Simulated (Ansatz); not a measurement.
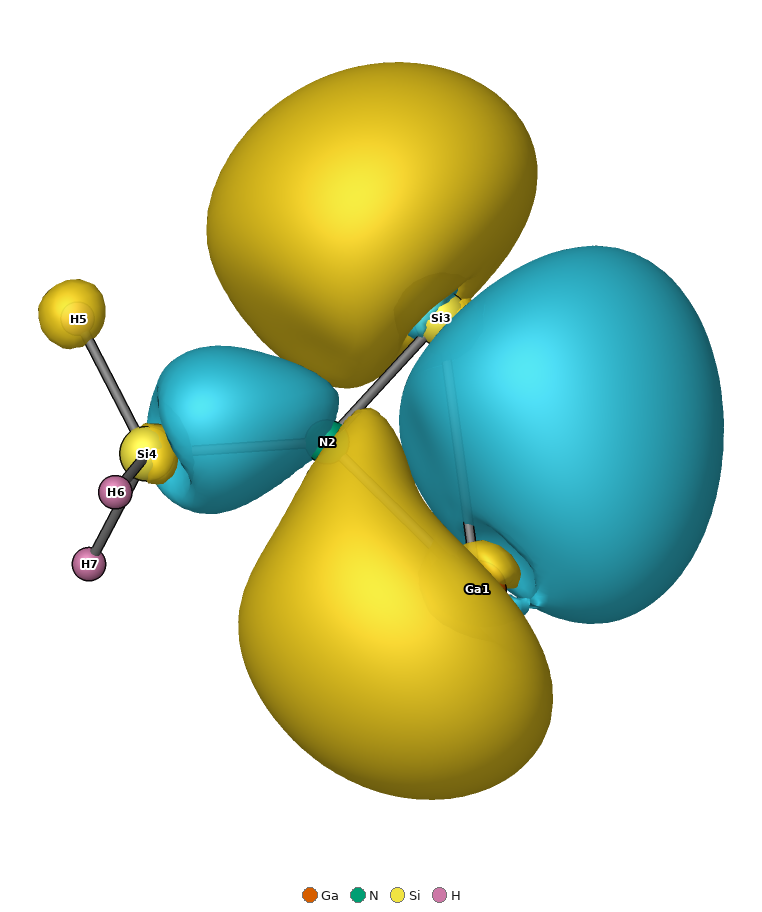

The picture shows: GaH$_{3}$NSi$_{2}$ (SMILES [SiH3][N]1[Si][Ga]1) (doublet). One frontier orbital at ±0.05 Å⁻³ᐟ² (yellow and cyan are the two phases), seen at a tilt.

Geometry: PBE0-D3(BJ)/def2-SVP.

All numbers below come from isolated molecule in a Gaussian basis; Kohn-Sham density functional theory, functional PBE0 in Ansatz.

Input

```
crystal:
  periodic: [false, false, false]
  atoms:
    - {symbol: Ga, position_ang: [0.468980, 1.593091, 0.486741]}
    - {symbol: N, position_ang: [-1.495013, 1.022775, 0.508883]}
    - {symbol: Si, position_ang: [-2.066573, 2.595201, 0.729997]}
    - {symbol: Si, position_ang: [-2.197857, -0.571945, 0.345360]}
    - {symbol: H, position_ang: [-3.691117, -0.511868, 0.422273]}
    - {symbol: H, position_ang: [-1.691966, -1.464890, 1.432750]}
    - {symbol: H, position_ang: [-1.803465, -1.169504, -0.967296]}
basis:
  gaussian:
    orbitals: def2-TZVPD
magnetization:
  spin_polarized: true
  initial_magnetization: 1
hamiltonian:
  xc: pbe0
output: {forces: true, orbitals: {seedname: orbitals}}
```

Command:

```sh
ansatz run input.yaml --threads 2 --pin off --max-ram 4350MiB --events-out events.jsonl --progress --plain --runs-dir runs
```

Q: Which orbital is it: HOMO (α) or LUMO (α)?

A: The HOMO (α), at −5.14 eV. Its weight (Hirshfeld) is mainly on Si3 (about 60 %), Ga1 (about 30 %) and N2 (about 10 %).
